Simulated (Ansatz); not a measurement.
```tsv
atom	x (Å)	y (Å)	z (Å)
Zr	0.3596	0.5574	-0.7352
Cl	-0.3752	-0.5508	3.3913
Cl	2.0629	-0.3297	-2.1041
Cl	-1.2505	1.7346	-1.9931
O	-0.4743	-0.8296	0.2425
H	-0.7017	-1.1636	1.1364
Br	1.3325	2.0415	1.0773
H	0.2828	0.4493	2.8559
```

Core potentials replace the inner electrons of Zr.

Computed with RKS revPBE-D4/def2-SVP (Ansatz).

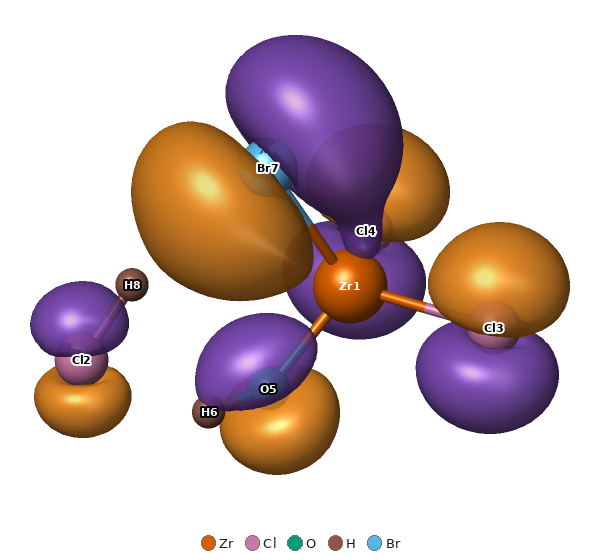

BrCl2HOZr···HCl. The HOMO−1 at ±0.06 Å⁻³ᐟ² (orange and purple are the two phases), seen at a tilt.

**Describe this orbital and give its energy.**

It lies mainly on Br7 (about 55 %), Cl4 (about 15 %), Cl3 (about 10 %) and O5 (about 10 %); largely a combination of lone pairs on Br7, Cl4, Cl3 and O5. Its energy is −7.88 eV.
